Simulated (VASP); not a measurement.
# Driving VASP from ASE on LaAl, part 3 of 4

Do ASE scripts that read LaAl from different structure formats give one answer, and do several routes find one equilibrium volume? All runs use LDA. Left out of this account: 1 further run (self-consistent run: a reference on another mesh). The start is a computed cell from the Materials Project.

VASP 6.6.1; LDA; plane waves and PAW (La, Al).

Still holding for the runs below: The k-mesh is coarse for a metal.

So far. Step 2 (A single point (LDA, through ASE)): The pressure is -3.61 GPa and the largest force 0.100 eV/Å, so the cell is not at a minimum at these settings. Step 3 (A single point (LDA, through ASE), try 2): The energy lies -5.17 meV an atom from the first script, since this cell and mesh sample the zone at other points.

## Step 4: Relaxing cell and atoms (LDA, through ASE)

System of this step: LaAl. It takes space group Cmcm (No. 63, orthorhombic). The conventional cell has a = 9.471 Å, b = 7.795 Å, c = 5.742 Å, α = 90.00°, β = 90.00°, γ = 90.00°. Nearest to La lie 8 Al at 3.24 to 3.61 Å and 3 La at 3.36 to 3.45 Å. Nearest to Al lie 2 Al at 2.76 Å and 8 La at 3.24 to 3.34 Å. Nearest to Al lie 4 Al at 2.76 to 2.87 Å and 8 La at 3.43 to 3.61 Å. Farther neighbours are not listed.

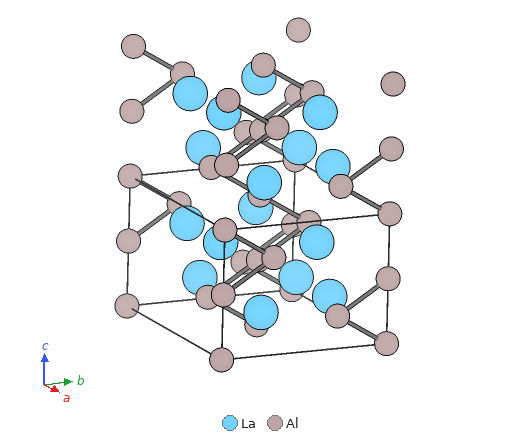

The cell of this step (lanthanum blue, aluminium light grey). 1×1×2 conventional cells are drawn. Some periodic images of atoms are drawn too.

Properties are meant for the cell that this level of theory prefers, so cell and atoms are relaxed first (ISIF = 3) until forces and stress are small; EDIFFG sets the threshold.

The input, run.py:

```python
import numpy as np
from ase.calculators.vasp import Vasp
from ase.io import read

atoms = read('LaAl.cif')

calc = Vasp(
    xc='lda',
    pp='LDA',
    prec='Accurate',
    encut=400,
    ediff=1e-06,
    nelm=100,
    ismear=-1,
    sigma=0.05,
    lreal=False,
    algo='Normal',
    nbands=36,
    lasph=True,
    lorbit=11,
    lwave=False,
    lcharg=False,
    kpar=8,
    ibrion=2,
    nsw=60,
    isif=3,
    ediffg=-0.01,
    pp_version='64',
    setups={'La': '', 'Al': ''},
    kpts=(5, 5, 5),
    gamma=True,
    txt='vasp.out',
)
atoms.calc = calc

print("energy (eV):", round(atoms.get_potential_energy(), 6))
print("Fermi level (eV):", round(calc.get_fermi_level(), 4))
print("forces (eV/A):")
print(np.round(atoms.get_forces(), 4))
print("stress (GPa, Voigt, tension positive):", np.round(atoms.get_stress() * 160.21766, 3))
print("cell (A, degrees):", np.round(atoms.cell.cellpar(), 4))
print("volume (A^3):", round(atoms.get_volume(), 4))
print("positions:")
print(np.round(atoms.get_scaled_positions(), 5))
```

The input, LaAl.cif:

```cif
data_LaAl
_cell_length_a 6.13319368
_cell_length_b 6.13319368
_cell_length_c 5.74227809
_cell_angle_alpha 90.00000000
_cell_angle_beta 90.00000000
_cell_angle_gamma 78.90603298
_space_group_name_H-M_alt 'P1'
_space_group_name_Hall 'P 1'
_space_group_IT_number 1
loop_
_space_group_symop_operation_xyz
'x,y,z'
loop_
_atom_site_label
_atom_site_type_symbol
_atom_site_symmetry_multiplicity
_atom_site_Wyckoff_symbol
_atom_site_fract_x
_atom_site_fract_y
_atom_site_fract_z
_atom_site_occupancy
La1 La 1 a 0.4868990900 0.1583260200 0.7500000000 1
La2 La 1 a 0.5131009100 0.8416739800 0.2500000000 1
La3 La 1 a 0.8416739800 0.5131009100 0.7500000000 1
La4 La 1 a 0.1583260200 0.4868990900 0.2500000000 1
Al1 Al 1 a 0.3016847500 0.6983152500 0.7500000000 1
Al2 Al 1 a 0.6983152500 0.3016847500 0.2500000000 1
Al3 Al 1 a 0.0000000000 0.0000000000 0.5000000000 1
Al4 Al 1 a 0.0000000000 0.0000000000 0.0000000000 1
```

Potentials, in the order of the species: La and Al (LDA family, release 64).

Command:

```bash
> export ASE_VASP_COMMAND="mpirun -np 8 vasp_std"
> python run.py
```

The program printed:

```text
energy (eV): -42.329933
Fermi level (eV): 8.2715
forces (eV/A):
[[ 0.0081 -0.0002  0.    ]
 [-0.0081  0.0002 -0.    ]
 [-0.0014 -0.0079 -0.    ]
 [ 0.0014  0.0079  0.    ]
 [ 0.0023 -0.0028  0.    ]
 [-0.0023  0.0028 -0.    ]
 [-0.      0.      0.    ]
 [-0.      0.      0.    ]]
stress (GPa, Voigt, tension positive): [ 0.016  0.014  0.018 -0.    -0.     0.004]
cell (A, degrees): [ 6.0083  6.0083  5.5854 90.     90.     78.5168]
volume (A^3): 197.5968
positions:
[[0.48886 0.15139 0.75   ]
 [0.51114 0.84861 0.25   ]
 [0.84861 0.51114 0.75   ]
 [0.15139 0.48886 0.25   ]
 [0.30916 0.69084 0.75   ]
 [0.69084 0.30916 0.25   ]
 [0.      0.      0.5    ]
 [0.      0.      0.     ]]
```

Wall time 3.3 min (8 MPI ranks of Intel Xeon Platinum 8488C (Sapphire Rapids), shared host); peak memory 2.6 GiB; 26 min of CPU time.

The INCAR that ASE wrote:

```
ENCUT = 400.000000
SIGMA = 0.050000
EDIFF = 1.00e-06
EDIFFG = -1.00e-02
ALGO = Normal
PREC = Accurate
IBRION = 2
ISIF = 3
ISMEAR = -1
KPAR = 8
LORBIT = 11
NBANDS = 36
NELM = 100
NSW = 60
LASPH = .TRUE.
LCHARG = .FALSE.
LWAVE = .FALSE.
LREAL = .FALSE.
```

ASE turned this into the KPOINTS:

```
KPOINTS created by Atomic Simulation Environment
0
Gamma
5 5 5
0 0 0
```

vasp.out:

```text
[banner, memory and clock lines left out]
running    8 mpi-ranks, on    1 nodes
 distrk:  each k-point on    1 cores,    8 groups
 distr:  one band on    1 cores,    1 groups

 POSCAR found type information on POSCAR LaAl
 POSCAR found :  2 types and       8 ions
 [... a notice as in an earlier step ...]

 LDA part: xc-table for (Slater(with rela. corr.)+CA(PZ))
 , standard interpolation
 POSCAR, INCAR and KPOINTS ok, starting setup
 FFT: planning ... GRIDC
 FFT: planning ... GRID_SOFT
 FFT: planning ... GRID
 WAVECAR not read
 entering main loop
       N       E                     dE             d eps       ncg     rms          rms(c)
DAV:   1     0.604383276497E+03    0.60438E+03   -0.16122E+04  1944   0.158E+03
DAV:   2     0.803469952213E+02   -0.52404E+03   -0.51274E+03  3136   0.377E+02
DAV:   3    -0.290701830838E+02   -0.10942E+03   -0.10803E+03  3324   0.232E+02
DAV:   4    -0.405273680371E+02   -0.11457E+02   -0.11295E+02  3808   0.802E+01
DAV:   5    -0.421744636604E+02   -0.16471E+01   -0.16286E+01  3888   0.285E+01    0.638E+00
DAV:   6    -0.422129868453E+02   -0.38523E-01   -0.32447E+00  3752   0.117E+01    0.328E+00
DAV:   7    -0.421712755339E+02    0.41711E-01   -0.62539E-01  3784   0.614E+00    0.881E-01
[... 1 cycle as in an earlier step ...]
DAV:   9    -0.421719000880E+02   -0.12506E-02   -0.17930E-02  3816   0.108E+00    0.201E-01
DAV:  10    -0.421721589067E+02   -0.25882E-03   -0.34147E-03  3664   0.463E-01    0.483E-02
DAV:  11    -0.421721834309E+02   -0.24524E-04   -0.62753E-04  3424   0.208E-01    0.123E-02
DAV:  12    -0.421721938297E+02   -0.10399E-04   -0.11064E-04  3656   0.764E-02    0.862E-03
DAV:  13    -0.421721952774E+02   -0.14477E-05   -0.18005E-05  2552   0.321E-02    0.273E-03
DAV:  14    -0.421721956881E+02   -0.41065E-06   -0.40353E-06  2392   0.165E-02
   1 F= -.42172196E+02 E0= -.42151506E+02  d E =-.421722E+02
 curvature:   0.00 expect dE= 0.000E+00 dE for cont linesearch  0.000E+00
 trial: gam= 0.00000 g(F)=  0.102E-02 g(S)=  0.414E+00 ort = 0.000E+00 (trialstep = 0.100E+01)
 search vector abs. value=  0.415E+00
 bond charge predicted
       N       E                     dE             d eps       ncg     rms          rms(c)
DAV:   1    -0.442009858829E+02   -0.20288E+01   -0.64590E+01  2516   0.602E+01    0.664E+00
DAV:   2    -0.428550851575E+02    0.13459E+01   -0.61295E+00  3344   0.208E+01    0.358E+00
DAV:   3    -0.424246220354E+02    0.43046E+00   -0.54734E+00  2768   0.159E+01    0.170E+00
DAV:   4    -0.423173626626E+02    0.10726E+00   -0.10194E+00  3468   0.797E+00    0.560E-01
DAV:   5    -0.423184060341E+02   -0.10434E-02   -0.10386E-01  3632   0.178E+00    0.368E-01
DAV:   6    -0.423198601811E+02   -0.14541E-02   -0.95778E-03  3680   0.632E-01    0.238E-01
DAV:   7    -0.423209225756E+02   -0.10624E-02   -0.34708E-03  3624   0.348E-01    0.141E-01
DAV:   8    -0.423203085026E+02    0.61407E-03   -0.31685E-03  3160   0.430E-01    0.196E-02
DAV:   9    -0.423202955069E+02    0.12996E-04   -0.43358E-04  3432   0.136E-01    0.100E-02
DAV:  10    -0.423202965487E+02   -0.10418E-05   -0.47009E-05  3464   0.485E-02    0.514E-03
DAV:  11    -0.423202960341E+02    0.51460E-06   -0.25217E-06  2072   0.184E-02
   2 F= -.42320296E+02 E0= -.42302227E+02  d E =-.148100E+00
[... from here on, the cycles between the ionic steps are left out ...]
   3 F= -.42336713E+02 E0= -.42317980E+02  d E =-.164517E+00
   4 F= -.42339397E+02 E0= -.42320584E+02  d E =-.268495E-02
   5 F= -.42341925E+02 E0= -.42322950E+02  d E =-.521244E-02
   6 F= -.42343626E+02 E0= -.42324782E+02  d E =-.170076E-02
   7 F= -.42345292E+02 E0= -.42326711E+02  d E =-.336699E-02
   8 F= -.42343825E+02 E0= -.42325859E+02  d E =-.190046E-02
   9 F= -.42345531E+02 E0= -.42327091E+02  d E =-.360619E-02
  10 F= -.42346917E+02 E0= -.42328579E+02  d E =-.138620E-02
  11 F= -.42347788E+02 E0= -.42329641E+02  d E =-.225703E-02
  12 F= -.42347851E+02 E0= -.42329772E+02  d E =-.231993E-02
  13 F= -.42347886E+02 E0= -.42329738E+02  d E =-.349639E-04
 trial-energy change:   -0.000035  1 .order   -0.000037   -0.000754    0.000681
 step:   0.8942(harm=  0.8942)  dis= 0.00139  next Energy=   -42.348049 (dE=-0.198E-03)
 bond charge predicted
       N       E                     dE             d eps       ncg     rms          rms(c)
DAV:   1    -0.423490769552E+02   -0.11917E-02   -0.58821E-02  3652   0.236E+00    0.163E-01
DAV:   2    -0.423482120491E+02    0.86491E-03   -0.53977E-03  3312   0.595E-01    0.658E-02
DAV:   3    -0.423480565657E+02    0.15548E-03   -0.93855E-04  3496   0.271E-01    0.160E-02
DAV:   4    -0.423480496465E+02    0.69192E-05   -0.13376E-04  3672   0.669E-02    0.870E-03
DAV:   5    -0.423480499040E+02   -0.25754E-06   -0.15263E-05  3552   0.259E-02    0.603E-03
DAV:   6    -0.423480506505E+02   -0.74652E-06   -0.26800E-06  2212   0.139E-02
  14 F= -.42348051E+02 E0= -.42329933E+02  d E =-.199584E-03
 curvature:  -0.73 expect dE=-0.156E-04 dE for cont linesearch -0.178E-06
 trial: gam= 0.11882 g(F)=  0.138E-04 g(S)=  0.766E-05 ort =-0.133E-04 (trialstep = 0.154E+01)
 search vector abs. value=  0.285E-04
 reached required accuracy - stopping structural energy minimisation
```

From OUTCAR (step 4):

```text
  LATTYP: Found a base centered orthorhombic cell.
 ALAT       =     7.7946177207
 B/A-ratio  =     1.2151257801
 C/A-ratio  =     0.7366978466

 Found     27 irreducible k-points:

   NELECT =      56.0000    total number of electrons

 E-fermi :   8.2715

 k-point     1 :       0.0000    0.0000    0.0000
  band No.  band energies     occupation
    ...
     25       6.9428      2.00000
     26       7.0825      2.00000
     27       7.4933      2.00000
     28       7.7434      1.99995
     29       7.8696      1.99935
     30       9.2110      0.00000
     31       9.4610      0.00000
     32       9.5449      0.00000
     33       9.7342      0.00000
     34       9.7581      0.00000
    ...

 k-point     2 :       0.2000    0.0000    0.0000
  band No.  band energies     occupation
    ...
     25       7.2113      2.00000
     26       7.2289      2.00000
     27       7.5120      2.00000
     28       7.5754      2.00000
     29       8.2147      1.51351
     30       9.0187      0.00000
     31       9.1982      0.00000
     32       9.3472      0.00000
     33       9.5461      0.00000
     34       9.7952      0.00000
    ...

  Total       -0.0198171     -0.0176995     -0.0224972     -0.0053998      0.0000000      0.0000000
  in kB       -0.1606832     -0.1435129     -0.1824140     -0.0437833      0.0000000      0.0000000
  external PRESSURE =      -0.1622034 kB  Pullay stress =       0.0000000 kB

  energy-cutoff  :      400.00
  volume of cell :      197.60
      direct lattice vectors                 reciprocal lattice vectors
     6.008299358  0.020407496  0.000000000     0.166549367 -0.033245310  0.000000000
     1.176134931  5.892095066  0.000000000    -0.000576850  0.169834064 -0.000000000
     0.000000000  0.000000000  5.585386285    -0.000000000  0.000000000  0.179038646

 POSITION                                       TOTAL-FORCE (eV/Angst)
 -----------------------------------------------------------------------------------
      3.11527      0.90199      4.18904         0.008056     -0.000169      0.000000
      4.06917      5.01051      1.39635        -0.008056      0.000169     -0.000000
      5.69987      3.02901      4.18904        -0.001384     -0.007938     -0.000000
      1.48457      2.88349      1.39635         0.001384      0.007938      0.000000
      2.67007      4.07678      4.18904         0.002324     -0.002824      0.000000
      4.51436      1.83573      1.39635        -0.002324      0.002824     -0.000000
      0.00000      0.00000      2.79269        -0.000000      0.000000      0.000000
      0.00000      0.00000      0.00000        -0.000000      0.000000      0.000000
 -----------------------------------------------------------------------------------
    total drift:                                0.000000      0.000000      0.000000

  FREE ENERGIE OF THE ION-ELECTRON SYSTEM (eV)
  ---------------------------------------------------
  free  energy   TOTEN  =       -42.3480506505 eV

  energy  without entropy=      -42.3118162076  energy(sigma->0) =      -42.32993343

 reached required accuracy - stopping structural energy minimisation

 total charge
# of ion       s       p       d       f       tot
--------------------------------------------------
    1        2.060   5.571   0.935   0.136   8.702
    2        2.060   5.571   0.935   0.136   8.702
    3        2.060   5.571   0.935   0.136   8.702
    4        2.060   5.571   0.935   0.136   8.702
    5        0.460   0.392   0.000   0.000   0.852
    6        0.460   0.392   0.000   0.000   0.852
    7        0.436   0.378   0.000   0.000   0.814
    8        0.436   0.378   0.000   0.000   0.814
--------------------------------------------------
tot         10.032  23.824   3.741   0.543  38.140

[... 5 parts as in an earlier step ...]

[... 7 further parts left out ...]
```

CONTCAR:

```
La Al
   1.00000000000000
     6.0082993584512758    0.0204074963093639    0.0000000000000000
     1.1761349306064264    5.8920950664155995    0.0000000000000000
     0.0000000000000000    0.0000000000000000    5.5853862845836604
  La              Al
     4     4
Direct
     0.4888586011297291    0.1513914679126849    0.7500000000000000
     0.5111413988702709    0.8486085320873151    0.2500000000000000
     0.8486085320873151    0.5111413988702709    0.7500000000000000
     0.1513914679126849    0.4888586011297291    0.2500000000000000
     0.3091649452320996    0.6908350547679002    0.7500000000000000
     0.6908350547679002    0.3091649452320996    0.2500000000000000
     0.0000000000000000    0.0000000000000000    0.5000000000000000
     0.0000000000000000    0.0000000000000000    0.0000000000000000
```

The run keeps the 8 symmetry operations of its start, so it cannot find a distortion of lower symmetry.

The steps of the relaxation:

| step | energy less that of the first step (eV) | largest force (eV/Å) | pressure (GPa) | volume (Å³) |
| --- | --- | --- | --- | --- |
| 1 | 0.0000 | 0.0999 | -3.61 | 211.97 |
| 2 | -0.1481 | 0.1914 | 1.33 | 194.18 |
| 3 | -0.1645 | 0.1676 | 0.01 | 198.20 |
| 4 | -0.1672 | 0.1206 | 0.01 | 198.10 |
| 5 | -0.1697 | 0.0729 | 0.02 | 197.86 |
| 6 | -0.1714 | 0.0622 | 0.00 | 197.90 |
| 7 | -0.1731 | 0.0437 | -0.04 | 197.97 |
| 8 | -0.1716 | 0.0698 | -0.11 | 198.10 |
| 9 | -0.1733 | 0.0414 | -0.06 | 198.00 |
| 10 | -0.1747 | 0.0235 | 0.01 | 197.71 |
| 11 | -0.1756 | 0.0108 | 0.09 | 197.33 |
| 12 | -0.1757 | 0.0112 | 0.11 | 197.22 |
| 13 | -0.1757 | 0.0057 | -0.12 | 197.94 |
| 14 | -0.1759 | 0.0081 | -0.02 | 197.60 |

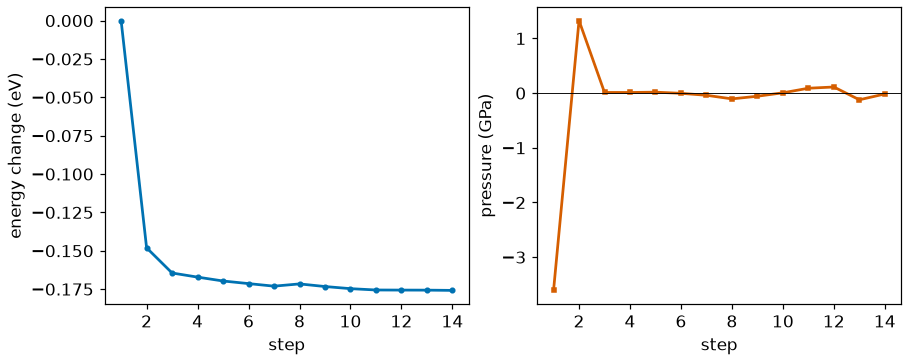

Energy and pressure along the relaxation.

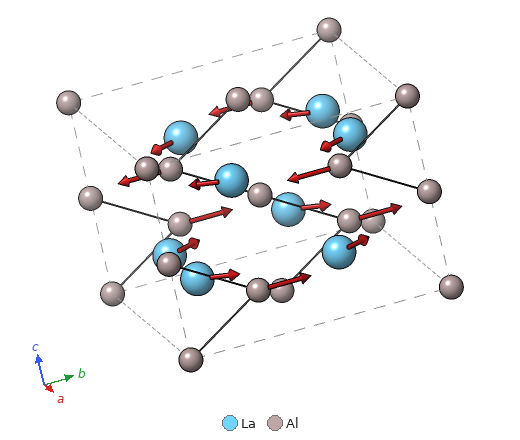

Displacements in the relaxation, exaggerated, measured against the changing cell; the longest in the cell stands for 0.06 Å. Some periodic images of atoms are drawn too.

| conventional cell, symmetrised | before | after | change |
| --- | --- | --- | --- |
| a (Å) | 9.471 | 9.305 | -1.8 % |
| b (Å) | 7.795 | 7.604 | -2.4 % |
| c (Å) | 5.742 | 5.585 | -2.7 % |
| volume (Å³/atom) | 26.50 | 24.70 | -6.8 % |

The atoms that moved most (Å, as changes of fractional coordinates times the final cell):

| atom | dx | dy | dz | length |
| --- | --- | --- | --- | --- |
| Al6 | -0.036 | 0.044 | 0.000 | 0.057 |
| Al5 | 0.036 | -0.044 | 0.000 | 0.057 |
| La1 | 0.004 | -0.041 | 0.000 | 0.041 |
| La2 | -0.004 | 0.041 | 0.000 | 0.041 |
| La4 | -0.039 | 0.011 | 0.000 | 0.041 |
| La3 | 0.039 | -0.011 | 0.000 | 0.041 |

The relaxed structure:

```xyz
8
Lattice="6.0083 0.0204 0.0000 1.1761 5.8921 0.0000 0.0000 0.0000 5.5854" Properties=species:S:1:pos:R:3 pbc="T T T"
La    3.1153    0.9020    4.1890
La    4.0692    5.0105    1.3963
La    5.6999    3.0290    4.1890
La    1.4846    2.8835    1.3963
Al    2.6701    4.0768    4.1890
Al    4.5144    1.8357    1.3963
Al    0.0000    0.0000    2.7927
Al    0.0000    0.0000    0.0000
```

Numbers from this step:

```yaml
electrons: 56
bands: 36
irreducible_k_points: 27
free_energy_toten: -42.35 eV
energy_at_zero_smearing: -42.33 eV
fermi_energy: 8.271 eV
pressure: -0.01622 GPa
scf_cycles_over_all_ionic_steps: 101
```

It ends with a largest force of 0.008 eV/Å and a pressure of -0.02 GPa.

(Continued in part 4 of 4.)

[Lines on the potential files, build, host, timing and source positions are cut from VASP's logs without a mark.]

[Logs are printed without paths, hosts, clocks, repeated set-up lines and the standing remarks that a program may print on its own settings, such as how far it seeks lower states.]

[Hosts, paths, dates, database ids (printed as entryN), source tags and the programs' standing remarks are cut or masked in the printed files.]

[A measured line is paired with the nearest computed mode of its activity, which favours agreement.]
